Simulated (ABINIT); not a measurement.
# A GW chain in ABINIT: H4C (I-43m), part 2 of 3

Wanted: ground state, empty states, screening and self-energy for H4C (I-43m).

ABINIT 10.8.3; LDA and many-body steps on it, plane waves. Known limits of the many-body steps: not at the basis limit.

So far. Step 2 (Ground state): The gap is direct, at Γ.

## (3) Bands along the symmetry lines

Level of this step: DFT, LDA, plane waves, norm-conserving pseudopotentials (ABINIT).

The cheap functional maps the bands first; the places of the edges decide which points the dearer methods must see.

Input file run.abi:

```
acell 3*1.0 Angstrom
rprim 
  -2.478924680900 2.478924680900 2.478924680900
  2.478924680900 -2.478924680900 2.478924680900
  2.478924680900 2.478924680900 -2.478924680900
ntypat 2
znucl 1 6
natom 5
typat 1 1 1 1 2
xred 
  0.000000000000 0.000000000000 0.746312870000
  0.746312870000 0.000000000000 0.000000000000
  0.000000000000 0.746312870000 0.000000000000
  0.253687130000 0.253687130000 0.253687130000
  0.000000000000 0.000000000000 0.000000000000
pp_dirpath "pseudos"
pseudos "H.upf, C.upf"
ecut 37
iscf -2
irdden 1
kptopt 0
nkpt 50
kpt 
  0.00000000 0.00000000 0.00000000
  0.06250000 -0.06250000 0.06250000
  0.12500000 -0.12500000 0.12500000
  0.18750000 -0.18750000 0.18750000
  0.25000000 -0.25000000 0.25000000
  0.31250000 -0.31250000 0.31250000
  0.37500000 -0.37500000 0.37500000
  0.43750000 -0.43750000 0.43750000
  0.50000000 -0.50000000 0.50000000
  0.43750000 -0.43750000 0.50000000
  0.37500000 -0.37500000 0.50000000
  0.31250000 -0.31250000 0.50000000
  0.25000000 -0.25000000 0.50000000
  0.18750000 -0.18750000 0.50000000
  0.12500000 -0.12500000 0.50000000
  0.06250000 -0.06250000 0.50000000
  0.00000000 0.00000000 0.50000000
  0.00000000 0.00000000 0.43750000
  0.00000000 0.00000000 0.37500000
  0.00000000 0.00000000 0.31250000
  0.00000000 0.00000000 0.25000000
  0.00000000 0.00000000 0.18750000
  0.00000000 0.00000000 0.12500000
  0.00000000 0.00000000 0.06250000
  0.00000000 0.00000000 0.00000000
  0.03125000 0.03125000 0.03125000
  0.06250000 0.06250000 0.06250000
  0.09375000 0.09375000 0.09375000
  0.12500000 0.12500000 0.12500000
  0.15625000 0.15625000 0.15625000
  0.18750000 0.18750000 0.18750000
  0.21875000 0.21875000 0.21875000
  0.25000000 0.25000000 0.25000000
  0.28125000 0.15625000 0.28125000
  0.31250000 0.06250000 0.31250000
  0.34375000 -0.03125000 0.34375000
  0.37500000 -0.12500000 0.37500000
  0.40625000 -0.21875000 0.40625000
  0.43750000 -0.31250000 0.43750000
  0.46875000 -0.40625000 0.46875000
  0.50000000 -0.50000000 0.50000000
  0.25000000 0.25000000 0.25000000
  0.21875000 0.21875000 0.28125000
  0.18750000 0.18750000 0.31250000
  0.15625000 0.15625000 0.34375000
  0.12500000 0.12500000 0.37500000
  0.09375000 0.09375000 0.40625000
  0.06250000 0.06250000 0.43750000
  0.03125000 0.03125000 0.46875000
  -0.00000000 0.00000000 0.50000000
istwfk *1
nband 11
nbdbuf 2
tolwfr 1e-08
nstep 40
prtwf 0
prtvol 0
indata_prefix "in"
outdata_prefix "out"
tmpdata_prefix "tmp"
```

Launch:

```bash
OMP_NUM_THREADS=1 mpirun -n 4 abinit run.abi > log
```

Numbers of over 12 decimals in the logs are rounded to 6 here.

What it wrote:

```text
.Version 10.8.3 of ABINIT. v10.8.2 released Aug 2026.

 Symmetries : space group I-4 3 m (#217); Bravais cI (body-center cubic)
[... echo of the input left out ...]
== DATASET  1 ==================================================================
-   mpi_nproc: 4, omp_nthreads: 1 (-1 if OMP is not activated)

--- !DatasetInfo
iteration_state: {dtset: 1, }
dimensions: {natom: 5, nkpt: 50, mband: 11, nsppol: 1, nspinor: 1, nspden: 1, mpw: 4448, }
cutoff_energies: {ecut:  37.0, pawecutdg:  -1.0, }
electrons: {nelect:   8.00000000E+00, charge:   0.00000000E+00, occopt:   1.00000000E+00, tsmear:   1.00000000E-02, }

 Real(R)+Recip(G) space primitive vectors, cartesian coordinates (Bohr,Bohr^-1):
 R(1)= -4.6844887  4.6844887  4.6844887  G(1)=  0.0000000  0.1067352  0.1067352
 R(2)=  4.6844887 -4.6844887  4.6844887  G(2)=  0.1067352  0.0000000  0.1067352
 R(3)=  4.6844887  4.6844887 -4.6844887  G(3)=  0.1067352  0.1067352  0.0000000
 Unit cell volume ucvol=  4.1119383E+02 bohr^3
 Angles (23,13,12)=  1.09471221E+02  1.09471221E+02  1.09471221E+02 degrees

 getcut: wavevector=  0.0000  0.0000  0.0000  ngfft=  48  48  48
         ecut(hartree)=     37.000   => boxcut(ratio)=   2.16049

--- Pseudopotential description ------------------------------------------------
- H Generated using ONCVPSP code by D. R. Hamann
-  1.00000   1.00000  180309                  znucl, zion, pspdat
12 -1012 1 -1 1180                            pspcod,pspxc,lmax,lloc,mmax
     nproj     2     1
  pspatm : epsatm=    0.35439867
         --- l  ekb(1:nproj) -->
             0   -1.665338   -0.519510
             1   -0.275071
 pspatm: atomic psp has been read  and splines computed

- C Generated using ONCVPSP code by D. R. Hamann
-  6.00000   4.00000  180309                  znucl, zion, pspdat
12 -1012 1 -1 1234                            pspcod,pspxc,lmax,lloc,mmax
     nproj     2     2
  pspatm : epsatm=    4.35103003
         --- l  ekb(1:nproj) -->
             0    6.431505    0.400560
             1   -4.185684   -0.892924
 pspatm: atomic psp has been read  and splines computed

--------------------------------------------------------------------------------

================================================================================
 prteigrs : about to open file out_EIG
 Non-SCF case, kpt    1 (  0.00000  0.00000  0.00000), residuals and eigenvalues=
  1.42E-09  1.94E-09  4.64E-09  7.29E-09  7.84E-09  9.37E-10  4.20E-09  6.70E-09
[...]
-5.5230E-01 -2.5523E-01 -2.5523E-01 -2.5523E-01  1.2754E-02  1.9499E-01
  1.9499E-01  1.9499E-01  3.3780E-01  3.3780E-01  3.5895E-01
 Non-SCF case, kpt    2 (  0.06250 -0.06250  0.06250), residuals and eigenvalues=
  9.32E-10  7.76E-09  2.40E-09  4.34E-09  5.51E-09  1.35E-09  4.23E-09  4.89E-09
[...]
-5.5169E-01 -2.5697E-01 -2.5602E-01 -2.5602E-01  1.7723E-02  1.9243E-01
[...]
Non-SCF case, kpt   49 (  0.03125  0.03125  0.46875), residuals and eigenvalues=
[...]
-5.4373E-01 -2.8530E-01 -2.6533E-01 -2.5609E-01  8.7720E-02  1.3774E-01
  1.4702E-01  3.0232E-01  3.0964E-01  3.2036E-01  3.4397E-01
 Non-SCF case, kpt   50 ( -0.00000  0.00000  0.50000), residuals and eigenvalues=
[...]
-5.4376E-01 -2.8558E-01 -2.6510E-01 -2.5579E-01  8.6487E-02  1.3808E-01
  1.4795E-01  3.0597E-01  3.0690E-01  3.1944E-01  3.4338E-01

--- !ResultsGS
iteration_state: {dtset: 1, }
comment   : Summary of ground state results
lattice_vectors:
- [ -4.6844887,   4.6844887,   4.6844887, ]
- [  4.6844887,  -4.6844887,   4.6844887, ]
- [  4.6844887,   4.6844887,  -4.6844887, ]
lattice_lengths: [   8.11377,    8.11377,    8.11377, ]
lattice_angles: [109.471, 109.471, 109.471, ] # degrees, (23, 13, 12)
lattice_volume:   4.1119383E+02
convergence: {deltae:  0.000E+00, res2:  0.000E+00, residm:  9.903E-09, diffor:  0.000E+00, }
etotal    :  -8.35899161E+00
entropy   :   0.00000000E+00
fermie    :  -2.55225365E-01
cartesian_stress_tensor: null
pressure_GPa: null
xred      :
- [  9.1638E-20,   9.1638E-20,   7.4631E-01,  H]
- [  7.4631E-01,  -9.1638E-20,   1.2012E-17,  H]
- [ -9.1638E-20,   7.4631E-01,   1.1829E-17,  H]
- [  2.5369E-01,   2.5369E-01,   2.5369E-01,  H]
- [  0.0000E+00,   0.0000E+00,   0.0000E+00,  C]
cartesian_forces: null
force_length_stats: {min: null, max: null, mean: null, }

 Integrated electronic density in atomic spheres:
 ------------------------------------------------
 Atom  Sphere_radius  Integrated_density
[...]
================================================================================

 ----iterations are completed or convergence reached----

 Mean square residual over all n,k,spin=   44.292E-10; max=  99.033E-10
 reduced coordinates (array xred) for    5 atoms
[...]
cartesian coordinates (angstrom) at end:
    1      1.850053     1.850053    -1.850053
    2     -1.850053     1.850053     1.850053
    3      1.850053    -1.850053     1.850053
    4      0.628871     0.628871     0.628871
    5      0.000000     0.000000     0.000000
 length scales=  1.889726125908  1.889726125908  1.889726125908 bohr
              =  1.000000000000  1.000000000000  1.000000000000 angstroms
 prteigrs : about to open file out_EIG
 Eigenvalues (hartree) for nkpt=  50  k points:
 kpt#   1, nband= 11, wtk=  1.00000, kpt=  0.0000  0.0000  0.0000 (reduced coord)
[...]
kpt#   2, nband= 11, wtk=  1.00000, kpt=  0.0625 -0.0625  0.0625 (reduced coord)
[...]
kpt#   3, nband= 11, wtk=  1.00000, kpt=  0.1250 -0.1250  0.1250 (reduced coord)
[...]
kpt#  49, nband= 11, wtk=  1.00000, kpt=  0.0313  0.0313  0.4688 (reduced coord)
  -0.54373   -0.28530   -0.26533   -0.25609    0.08772    0.13774    0.14702    0.30232
   0.30964    0.32036    0.34397
 kpt#  50, nband= 11, wtk=  1.00000, kpt=  0.0000  0.0000  0.5000 (reduced coord)
  -0.54376   -0.28558   -0.26510   -0.25579    0.08649    0.13808    0.14795    0.30597
   0.30690    0.31944    0.34338

== END DATASET(S) ==============================================================
================================================================================

 -outvars: echo values of variables after computation  --------
            nband          11
             nkpt          50
          spgroup         217
 [... the other variables as echoed above ...]

 Calculation completed.
```

Elapsed: 9.5 s, on 4 MPI ranks of Intel Xeon Platinum 8375C at 2.90GHz (Ice Lake), shared host; peak memory 0.33 GiB; 37 s of CPU time.

Numbers from this step:

```
gap                        : 7.292 eV
k of the valence top       : 0, 0, 0
k of the conduction bottom : 0, 0, 0
least direct gap           : 7.292 eV
```

The gap is 7.292 eV, as in the run before at this level.

The electronic bands at the labelled points (eV, zero at the top of the highest filled band; v1 is the highest filled band, c1 the lowest empty one):

```csv
point,v4,v3,v2,v1,c1,c2,c3,c4
Γ,-8.08,0.00,0.00,0.00,7.29,12.25,12.25,12.25
H,-7.69,-0.58,-0.58,-0.58,10.41,10.41,13.38,13.38
N,-7.85,-0.83,-0.27,-0.02,9.30,10.70,10.97,15.27
Γ,-8.08,0.00,0.00,0.00,7.29,12.25,12.25,12.25
P,-7.83,-0.43,-0.43,-0.43,10.46,10.46,10.46,13.10
H,-7.69,-0.58,-0.58,-0.58,10.41,10.41,13.38,13.38
jump to P,-7.83,-0.43,-0.43,-0.43,10.46,10.46,10.46,13.10
N,-7.85,-0.83,-0.27,-0.02,9.30,10.70,10.97,15.27
```

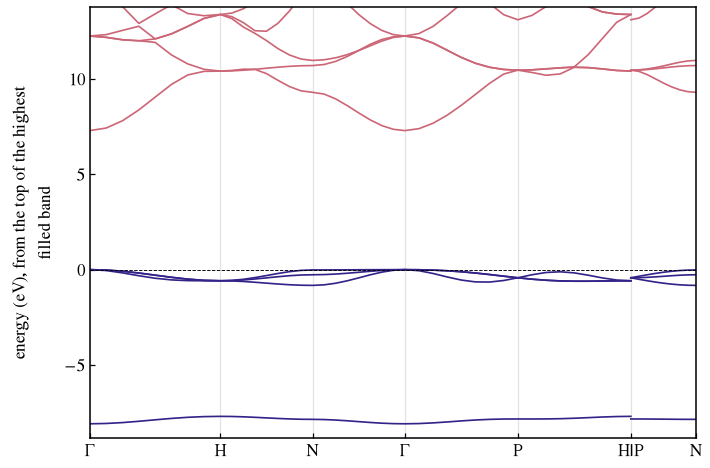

Electronic bands along the path; lines of filled and empty bands in two colours.

## (4) Empty states on the mesh, 4×4×4 mesh, 33 bands

The sums over transitions need many empty states on a uniform mesh; this step solves for them.

Input file run.abi:

```
acell 3*1.0 Angstrom
rprim 
  -2.478924680900 2.478924680900 2.478924680900
  2.478924680900 -2.478924680900 2.478924680900
  2.478924680900 2.478924680900 -2.478924680900
ntypat 2
znucl 1 6
natom 5
typat 1 1 1 1 2
xred 
  0.000000000000 0.000000000000 0.746312870000
  0.746312870000 0.000000000000 0.000000000000
  0.000000000000 0.746312870000 0.000000000000
  0.253687130000 0.253687130000 0.253687130000
  0.000000000000 0.000000000000 0.000000000000
pp_dirpath "pseudos"
pseudos "H.upf, C.upf"
ecut 37
ngkpt 4 4 4
nshiftk 1
shiftk 0 0 0
kptopt 1
chksymbreak 0
iscf -2
irdden 1
istwfk *1
nband 33
nbdbuf 4
tolwfr 1e-09
nstep 60
prtvol 0
indata_prefix "in"
outdata_prefix "out"
tmpdata_prefix "tmp"
```

What it wrote:

```text
.Version 10.8.3 of ABINIT. v10.8.2 released Aug 2026.

 Symmetries : space group I-4 3 m (#217); Bravais cI (body-center cubic)
[... echo of the input left out ...]
== DATASET  1 ==================================================================
-   mpi_nproc: 4, omp_nthreads: 1 (-1 if OMP is not activated)

--- !DatasetInfo
iteration_state: {dtset: 1, }
dimensions: {natom: 5, nkpt: 8, mband: 33, nsppol: 1, nspinor: 1, nspden: 1, mpw: 4434, }
cutoff_energies: {ecut:  37.0, pawecutdg:  -1.0, }
electrons: {nelect:   8.00000000E+00, charge:   0.00000000E+00, occopt:   1.00000000E+00, tsmear:   1.00000000E-02, }

 Real(R)+Recip(G) space primitive vectors, cartesian coordinates (Bohr,Bohr^-1):
 R(1)= -4.6844887  4.6844887  4.6844887  G(1)=  0.0000000  0.1067352  0.1067352
 R(2)=  4.6844887 -4.6844887  4.6844887  G(2)=  0.1067352  0.0000000  0.1067352
 R(3)=  4.6844887  4.6844887 -4.6844887  G(3)=  0.1067352  0.1067352  0.0000000
 Unit cell volume ucvol=  4.1119383E+02 bohr^3
 Angles (23,13,12)=  1.09471221E+02  1.09471221E+02  1.09471221E+02 degrees

 getcut: wavevector=  0.0000  0.0000  0.0000  ngfft=  48  48  48
         ecut(hartree)=     37.000   => boxcut(ratio)=   2.16049

--- Pseudopotential description ------------------------------------------------
- H Generated using ONCVPSP code by D. R. Hamann
-  1.00000   1.00000  180309                  znucl, zion, pspdat
12 -1012 1 -1 1180                            pspcod,pspxc,lmax,lloc,mmax
     nproj     2     1
  pspatm : epsatm=    0.35439867
         --- l  ekb(1:nproj) -->
             0   -1.665338   -0.519510
             1   -0.275071
 pspatm: atomic psp has been read  and splines computed

- C Generated using ONCVPSP code by D. R. Hamann
-  6.00000   4.00000  180309                  znucl, zion, pspdat
12 -1012 1 -1 1234                            pspcod,pspxc,lmax,lloc,mmax
     nproj     2     2
  pspatm : epsatm=    4.35103003
         --- l  ekb(1:nproj) -->
             0    6.431505    0.400560
             1   -4.185684   -0.892924
 pspatm: atomic psp has been read  and splines computed

--------------------------------------------------------------------------------

================================================================================
 prteigrs : about to open file out_EIG
 Non-SCF case, kpt    1 (  0.00000  0.00000  0.00000), residuals and eigenvalues=
  4.51E-10  2.03E-10  2.89E-10  4.52E-10  1.17E-10  1.49E-10  2.78E-10  3.32E-10
  1.40E-10  8.16E-10  7.06E-11  1.52E-10  2.03E-10  1.17E-10  1.88E-10  4.08E-10
  8.63E-10  5.04E-10  6.15E-10  2.42E-10  9.38E-10  9.99E-10  1.17E-10  1.72E-10
[...]
4.35E-08
 -5.5230E-01 -2.5523E-01 -2.5523E-01 -2.5523E-01  1.2754E-02  1.9499E-01
  1.9499E-01  1.9499E-01  3.3780E-01  3.3780E-01  3.5895E-01  3.5895E-01
  3.5895E-01  5.1773E-01  5.1773E-01  5.1773E-01  5.9036E-01  6.7893E-01
  6.7893E-01  7.4308E-01  7.4308E-01  7.4308E-01  8.8537E-01  9.1486E-01
  9.1486E-01  9.1486E-01  1.0488E+00  1.1601E+00  1.1601E+00  1.1601E+00
[...]
prteigrs : prtvol=0 or 1, do not print more k-points.

--- !ResultsGS
iteration_state: {dtset: 1, }
comment   : Summary of ground state results
lattice_vectors:
- [ -4.6844887,   4.6844887,   4.6844887, ]
- [  4.6844887,  -4.6844887,   4.6844887, ]
- [  4.6844887,   4.6844887,  -4.6844887, ]
lattice_lengths: [   8.11377,    8.11377,    8.11377, ]
lattice_angles: [109.471, 109.471, 109.471, ] # degrees, (23, 13, 12)
lattice_volume:   4.1119383E+02
convergence: {deltae:  0.000E+00, res2:  0.000E+00, residm:  9.993E-10, diffor:  0.000E+00, }
etotal    :  -8.35899161E+00
entropy   :   0.00000000E+00
fermie    :  -2.55225365E-01
cartesian_stress_tensor: null
pressure_GPa: null
xred      :
- [  9.1638E-20,   9.1638E-20,   7.4631E-01,  H]
- [  7.4631E-01,  -9.1638E-20,   1.2012E-17,  H]
- [ -9.1638E-20,   7.4631E-01,   1.1829E-17,  H]
- [  2.5369E-01,   2.5369E-01,   2.5369E-01,  H]
- [  0.0000E+00,   0.0000E+00,   0.0000E+00,  C]
cartesian_forces: null
force_length_stats: {min: null, max: null, mean: null, }

 Integrated electronic density in atomic spheres:
 ------------------------------------------------
 Atom  Sphere_radius  Integrated_density
[...]
================================================================================

 ----iterations are completed or convergence reached----

 Mean square residual over all n,k,spin=   38.696E-11; max=  99.934E-11
 reduced coordinates (array xred) for    5 atoms
[...]
0.253687130000      0.253687130000      0.253687130000
       0.000000000000      0.000000000000      0.000000000000

 cartesian coordinates (angstrom) at end:
    1      1.850053     1.850053    -1.850053
    2     -1.850053     1.850053     1.850053
    3      1.850053    -1.850053     1.850053
    4      0.628871     0.628871     0.628871
    5      0.000000     0.000000     0.000000
 length scales=  1.889726125908  1.889726125908  1.889726125908 bohr
              =  1.000000000000  1.000000000000  1.000000000000 angstroms
 prteigrs : about to open file out_EIG
 Eigenvalues (hartree) for nkpt=   8  k points:
 kpt#   1, nband= 33, wtk=  0.01563, kpt=  0.0000  0.0000  0.0000 (reduced coord)
[...]
0.59036    0.67893    0.67893    0.74308    0.74308    0.74308    0.88537    0.91486
   0.91486    0.91486    1.04885    1.16010    1.16010    1.16010    1.16338    1.16338
   1.16338
 prteigrs : prtvol=0 or 1, do not print more k-points.

== END DATASET(S) ==============================================================
================================================================================

 -outvars: echo values of variables after computation  --------
            nband          33
             nkpt           8
          spgroup         217
 [... the other variables as echoed above ...]

 Calculation completed.
```

Wall time 8.4 s (4 MPI ranks); peak memory 0.32 GiB.

This step gave:

* gap: 7.292 eV
* k of the valence top: 0, 0, 0
* k of the conduction bottom: 0, 0, 0
* least direct gap: 7.292 eV
* k points computed: 8
* lowest point of the top converged band, above the valence top: 33.18 eV

On this mesh the gap is 7.292 eV.

## (5) Screening, 4×4×4 mesh, 29 bands, screening to 87.1 eV

The RPA dielectric matrix is built and inverted for each q.

This step: RPA screening on LDA, plane waves, norm-conserving pseudopotentials.

run.abi: that of step 4 with these lines changed.

```diff
@@ -23,10 +23,11 @@
 chksymbreak 0
-iscf -2
-irdden 1
 istwfk *1
-nband 33
-nbdbuf 4
-tolwfr 1e-09
-nstep 60
-prtvol 0
+occopt 1
+irdwfk 1
+optdriver 3
+nband 29
+ecuteps 3.2
+inclvkb 2
+awtr 1
+symchi 1
 indata_prefix "in"
```

What it wrote:

```text
.Version 10.8.3 of ABINIT. v10.8.2 released Aug 2026.

 Symmetries : space group I-4 3 m (#217); Bravais cI (body-center cubic)
[... echo of the input left out ...]
== DATASET  1 ==================================================================
-   mpi_nproc: 4, omp_nthreads: 1 (-1 if OMP is not activated)

--- !DatasetInfo
iteration_state: {dtset: 1, }
dimensions: {natom: 5, nkpt: 8, mband: 29, nsppol: 1, nspinor: 1, nspden: 1, mpw: 4434, }
cutoff_energies: {ecut:  37.0, pawecutdg:  -1.0, }
electrons: {nelect:   8.00000000E+00, charge:   0.00000000E+00, occopt:   1.00000000E+00, tsmear:   1.00000000E-02, }

 SCREENING: Calculation of the susceptibility and dielectric matrices

 Based on a program developped by R.W. Godby, V. Olevano, G. Onida, and L. Reining.
 Incorporated in ABINIT by V. Olevano, G.-M. Rignanese, and M. Torrent.
.Using double precision arithmetic ; gwpc =  8

[... cell and pseudopotentials left out ...]
--------------------------------------------------------------------------------

 ==== K-mesh for the wavefunctions ====
 Number of points in the irreducible wedge :     8
[... list of points left out ...]
 Together with 24 symmetry operations and time-reversal symmetry
 yields    64 points in the full Brillouin Zone.

 ==== Q-mesh for the screening function ====
 Number of points in the irreducible wedge :     8
[... list of points left out ...]
 Together with 24 symmetry operations and time-reversal symmetry
 yields    64 points in the full Brillouin Zone.

 setmesh: FFT mesh size selected  =    24x   24x   24
          total number of points  =        13824

 vcoul_init : cutoff-mode = AUXILIARY_FUNCTION
 q-points for optical limit:   1
     1)      0.000010    0.000020    0.000030

- screening: taking advantage of time-reversal symmetry
- Maximum band index for partially occupied states nbvw = 4
- Remaining bands to be divided among processors   nbcw = 25
- Number of bands treated by each node ~6

 Number of electrons calculated from density =    8.0000; Expected =    8.0000
 average of density, n =  0.019456
 r_s =    2.3065
 omega_plasma =   13.4548 [eV]

 calculating chi0 at frequencies [eV] :
  1    0.000000E+00    0.000000E+00
  2    0.000000E+00    1.345480E+01

--------------------------------------------------------------------------------
  q-point number  1        q = ( 0.000000, 0.000000, 0.000000) [r.l.u.]
--------------------------------------------------------------------------------
[... chi0 elements left out ...]
 For q-point:  0.000010 0.000020 0.000030
  dielectric constant =   1.6089
  dielectric constant without local fields =   1.8087

  Average fulfillment of the sum rule on Im[epsilon] for q-point    1 :     50.66  [%]
[... wings left out ...]
  q-point number  2        q = ( 0.250000, 0.000000, 0.000000) [r.l.u.]
--------------------------------------------------------------------------------
[... chi0 elements left out ...]
  Average fulfillment of the sum rule on Im[epsilon] for q-point    2 :     73.36  [%]

 [... 6 further q-points ...]
```

It took 3.9 s on 4 MPI ranks; peak memory 0.44 GiB; 15 s of CPU time.

This step gave:

- ε∞ with local fields, on this mesh, along the program's q direction: 1.609
- the same without local fields: 1.809
- plasma frequency: 13.45 eV
- plane waves in the screening matrix: 135

Local fields lower ε∞ by 11 %.

[end of part 2 of 3]

[Paths, hosts, dates, memory and timing lines, banners, echoed tables and standing remarks are left out of the program output.]

[Logs are printed without paths, hosts, clocks, repeated set-up lines and the standing remarks that a program may print on its own settings, such as how far it seeks lower states.]

[Runs of the session that timed out or met a known fault of the program may be left out.]

[Hosts, paths, dates, database ids (printed as entryN), source tags and the programs' standing remarks are cut or masked in the printed files.]

[G0W0 gaps are taken among the corrected bands and points alone; a level outside them can change the order at an edge.]

[Where Ansatz stands beside ABINIT at settings called matched, ABINIT's density can come from a denser mesh and the files from another edition; pairs whose starting gaps differed by over 0.03 eV were left out, so agreement reads better than it is.]
